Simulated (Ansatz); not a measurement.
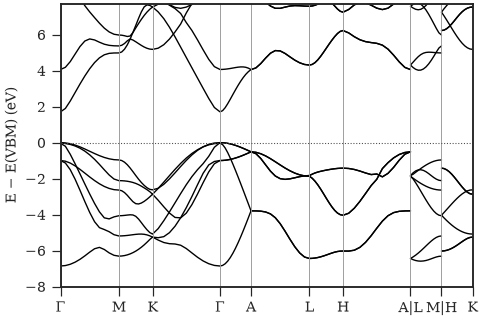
*Band structure from the program Ansatz at the PBE level (PAW)*

Read off the gap and where the band edges lie.

About 1.7 eV (1.71 eV by a search for the band edges); maximum at Γ, minimum at Γ.

Pick the material that matches.
A) CdS, wurtzite
B) GaN, wurtzite
C) SiC, 6H polytype

B, GaN, wurtzite

Space group P6_3mc (wurtzite). The cell was relaxed with PBE under the symmetry of its start. Scalar-relativistic: spin–orbit coupling is off unless named, which matters more the heavier the elements.

Potentials: the earlier of the program's two PAW sets.
